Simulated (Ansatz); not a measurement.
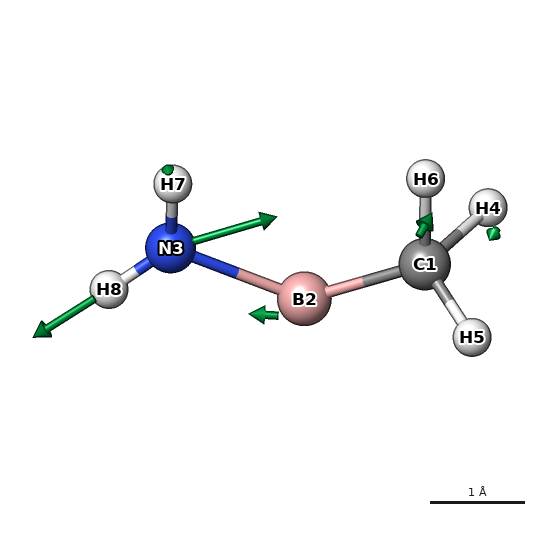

Arrows show the forces on the atoms, 0.05 Å of arrow for 1 eV/Å; forces under a tenth of the largest aren't drawn. The species is neutral and a spin doublet. Level of theory: PBE0-D4/def2-TZVPP (Ansatz 0.2.0).

**On which atom is the force largest, and how large is it?**

On N3: 19.03 eV/Å.

**Along which bond is the force strongest?**

N3–H8, now 0.819 Å: the forces push its atoms apart, so a first step downhill lengthens it.

List the force components in the frame of the picture (x right, y up, z towards the viewer), in eV/Å.

```tsv
atom	Fx	Fy	Fz
C1	2.87	5.16	−2.44
B2	−6.57	0.43	0.16
N3	18.25	5.36	0.64
H4	−1.57	−2.50	2.32
H5	1.29	−1.17	0.47
H6	−0.36	−0.56	0.55
H7	−0.57	1.70	1.85
H8	−13.32	−8.42	−3.54
```
